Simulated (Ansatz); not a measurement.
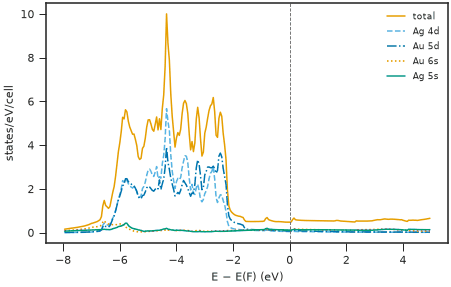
Figure. Total and projected density of states of AgAu (L1₀ or tetragonal B2, P4/mmm), PBE in the plane-wave PAW code Ansatz

**Question.** Which orbitals carry the states next to the Fermi level?

**Answer.** Within 0.5 eV of the Fermi level: Au 6s 26 %, Ag 5s 24 %, Au 5d 16 %, Ag 4d 9 %, outside the projected shells 26 %. Projections are on Löwdin-orthogonalised atomic valence shells; empty p or d shells of many metals are not among them.

**Question.** Where is the tallest occupied peak in this window, and what makes it?

**Answer.** Near -4.3 eV, about 10 states/eV per cell; the largest projected share is Ag 4d.

The start of the workflow was typed in or built on a structure type; neither database checked (COD, Materials Project) lists it. Whether it is the stable phase at ambient conditions was not checked. Symmetry was held in the PBE relaxation; whether a distortion lowers the energy is not shown. No spin polarisation was allowed. Spin–orbit coupling is left out wherever it is not named.

Potentials: the earlier of the program's two PAW sets.
